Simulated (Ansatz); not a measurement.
# Resistivity from frozen vibrations: Ag(111) with 4 thermally displaced layers, 2x2

Aim: the resistivity of Ag at 800 K from frozen thermal displacements between perfect leads.

Method: Ansatz plane-wave DFT, PBE, PAW files; ballistic transport by layer matching (Landauer), zero bias; PAW set soft_1, in Ansatz 0.2.0.

**1. Set-up**

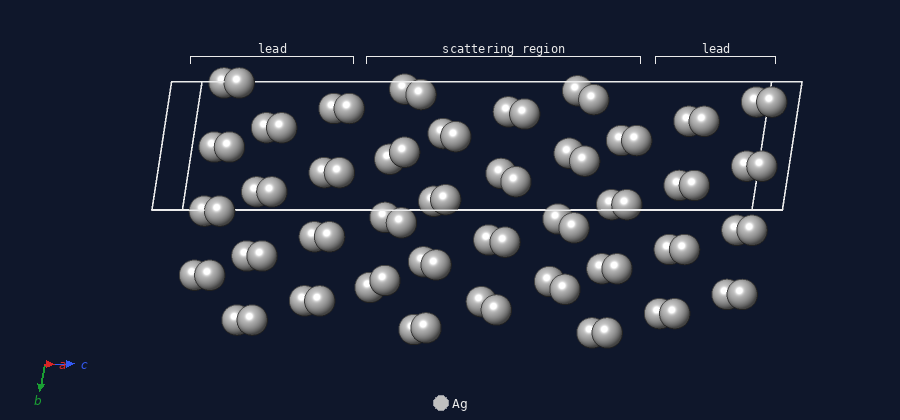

The starting structure, seen from the side, with the c axis across the page (silver light grey). 1×2×1 cells are drawn.

The cell holds 40 atoms: 40 Ag. Its edges and angles: a = 5.779 Å, b = 5.779 Å, c = 23.651 Å, α = 93.5°, β = 86.5°, γ = 120.0°. It derives from Ag. Regions: lead, 24 atoms (24 Ag); scattering region, 16 atoms (16 Ag). The structure is stacked along c, and the current runs across the ab planes.

**2. With 4 displaced layers**

Each atom of 4 layers is moved at random, by amounts drawn from a normal law 0.1462 Å wide in each direction from the Debye model (225 K) at 800 K. The layers about the cell's end stay perfect and serve as the lead. Disorder leaves little or no symmetry, which makes such runs dear. Energies from -0.05 to 0.05 eV in steps of 0.05 eV are too few for the program's thermal sum, so it prints no conductance; for a metal the transmission near the Fermi level serves, at a fraction of the cost.

Contents of input.yaml:

```yaml
crystal:
  lattice:
    - [5.7787594586, 0.0, 0.0]
    - [-2.8893797293, 5.0045524935, 0.0]
    - [1.4446898646, -0.8340920822, 23.5916866996]
  atoms:
    - { symbol: Ag, position: [0.9916666667, 0.0083333333, 0.05] }
    - { symbol: Ag, position: [0.9916666667, 0.5083333333, 0.05] }
    - { symbol: Ag, position: [0.4916666667, 0.0083333333, 0.05] }
    - { symbol: Ag, position: [0.4916666667, 0.5083333333, 0.05] }
    - { symbol: Ag, position: [0.1416666667, 0.3583333333, 0.15] }
    - { symbol: Ag, position: [0.1416666667, 0.8583333333, 0.15] }
    - { symbol: Ag, position: [0.6416666667, 0.3583333333, 0.15] }
    - { symbol: Ag, position: [0.6416666667, 0.8583333333, 0.15] }
    - { symbol: Ag, position: [0.2916666667, 0.2083333333, 0.25] }
    - { symbol: Ag, position: [0.2916666667, 0.7083333333, 0.25] }
    - { symbol: Ag, position: [0.7916666667, 0.2083333333, 0.25] }
    - { symbol: Ag, position: [0.7916666667, 0.7083333333, 0.25] }
    - { symbol: Ag, position: [0.9611243604, 0.0993130487, 0.3575882192] }
    - { symbol: Ag, position: [0.9249517846, 0.549085747, 0.3467323933] }
    - { symbol: Ag, position: [0.4544876183, 0.0574670919, 0.3546276102] }
    - { symbol: Ag, position: [0.4179165813, 0.6039889405, 0.3494025184] }
    - { symbol: Ag, position: [0.1072736218, 0.4039530789, 0.4476511525] }
    - { symbol: Ag, position: [0.1156310196, 0.9322062832, 0.4487451502] }
    - { symbol: Ag, position: [0.5987145799, 0.4274622155, 0.4446074778] }
    - { symbol: Ag, position: [0.5598217097, 0.919177363, 0.4458452577] }
    - { symbol: Ag, position: [0.1816870762, 0.234073887, 0.5471028238] }
    - { symbol: Ag, position: [0.1896516352, 0.7147798244, 0.5502270034] }
    - { symbol: Ag, position: [0.7617254405, 0.2507562249, 0.5453927717] }
    - { symbol: Ag, position: [0.7621891, 0.7789722915, 0.5481411717] }
    - { symbol: Ag, position: [0.9208874734, 0.1385795486, 0.6487177237] }
    - { symbol: Ag, position: [0.8759105519, 0.6187430128, 0.6515337626] }
    - { symbol: Ag, position: [0.4013840746, 0.0701305528, 0.6459007287] }
    - { symbol: Ag, position: [0.3450118062, 0.5578174198, 0.6507833727] }
    - { symbol: Ag, position: [0.0416666667, 0.4583333333, 0.75] }
    - { symbol: Ag, position: [0.0416666667, 0.9583333333, 0.75] }
    - { symbol: Ag, position: [0.5416666667, 0.4583333333, 0.75] }
    - { symbol: Ag, position: [0.5416666667, 0.9583333333, 0.75] }
    - { symbol: Ag, position: [0.1916666667, 0.3083333333, 0.85] }
    - { symbol: Ag, position: [0.1916666667, 0.8083333333, 0.85] }
    - { symbol: Ag, position: [0.6916666667, 0.3083333333, 0.85] }
    - { symbol: Ag, position: [0.6916666667, 0.8083333333, 0.85] }
    - { symbol: Ag, position: [0.8416666667, 0.1583333333, 0.95] }
    - { symbol: Ag, position: [0.8416666667, 0.6583333333, 0.95] }
    - { symbol: Ag, position: [0.3416666667, 0.1583333333, 0.95] }
    - { symbol: Ag, position: [0.3416666667, 0.6583333333, 0.95] }
kpoints:
  mp_grid: { grid: [4, 4, 1] }
hamiltonian:
  xc: pbe
  pseudopotentials: { kind: paw, azcp: { folder: soft_1 } }
scf:
  occupations: { method: fermi_dirac, width: 0.1 }
output:
  transmission: { leads: [[0, 4]], kmesh: [8, 8], e_range: [-0.05, 0.05], de: 0.05 }
  write_potential: true
  write_density: true
  volumetric_format: npy
```

Run with:

```bash
ansatz run input.yaml --threads 4 --pin off --max-ram 15360MiB --backend cpu --events-out ev --progress --plain --runs-dir out
```

The runs that follow: with 8 displaced layers; with 12 displaced layers; the fit.

**Question.** What will these runs give for the resistivity from the slope?

The slope gives 6.0 µΩ cm. The points scatter by 0.0039 fΩ m² about the line, with one random draw a length in a 2x2 cell, so the slope is a rough value. The mean square of the displacements drawn is 0.75, 0.94 and 0.81 of the nominal one at the three lengths; with each resistance scaled back by that, the slope is 7.1 µΩ cm, the value used below. The lead's own channel count moves between the runs (3.23, 3.30 and 3.23), which shifts RA and the slope too. Read with a model of isotropic scattering on a spherical Fermi surface and the lead's 0.87×10¹⁵ S/m², this slope means a mean free path near 140 Å; over these lengths the model's slope is 1.15 times its bulk resistivity, which would be 6.2 µΩ cm.

- resistivity from the slope: 6.00 µΩ cm

Uncorrelated displacements put too much weight on short waves, which scatter strongly; with the sideways repeat of a small cell, one draw and three short lengths, the method is good to a factor of two or three.

[Logs are printed without paths, hosts, clocks, repeated set-up lines and the standing remarks that a program may print on its own settings, such as how far it seeks lower states.]

[Hosts, paths, dates, database ids (printed as entryN), source tags and the programs' standing remarks are cut or masked in the printed files.]
